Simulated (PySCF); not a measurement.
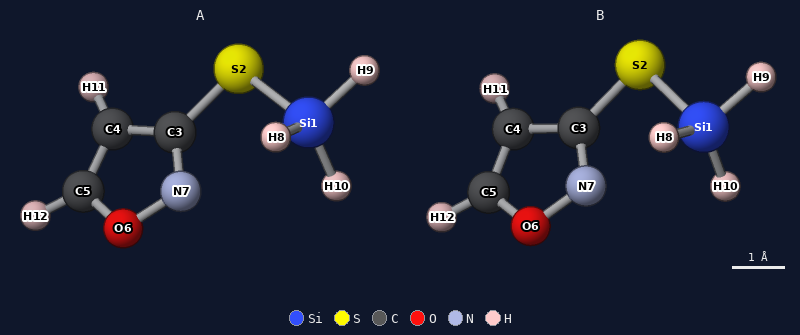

Two geometries of C$_{3}$H$_{5}$NOSSi, drawn at one scale. One is the start of a relaxation, the other its converged end. A ball-and-stick model, seen at a tilt.

Theory: PySCF, PBE0-D3(BJ)/def2-SVP geometry optimisation, gas phase. 

**Which one is relaxed?**

Structure A is the relaxed one. The start comes from GFN2-xTB. Its atoms were then displaced at random by about 0.01 Å. The largest moves after the best rigid fit, 0.25 Å, are those of H8 and H10. By element the largest moves are H 0.25 Å, O 0.17 Å, N 0.15 Å, Si 0.13 Å, C 0.12 Å, S 0.08 Å. Near-neighbour distances that change, for instance: Si1–N7 2.672 → 2.939 Å, Si1–H10 1.425 → 1.487 Å, C3–C4 1.475 → 1.427 Å, S2–C3 1.710 → 1.750 Å. Among the angles between lasting bonds that change: Si1–S2–C3 92.1° → 98.4°, H8–Si1–H10 118.0° → 111.8°, S2–Si1–H8 106.6° → 111.5°. Over 7 geometry steps the energy falls by 0.234 eV. Cost: 100 s on 1 thread of Arm Neoverse N1, with other jobs on the host.
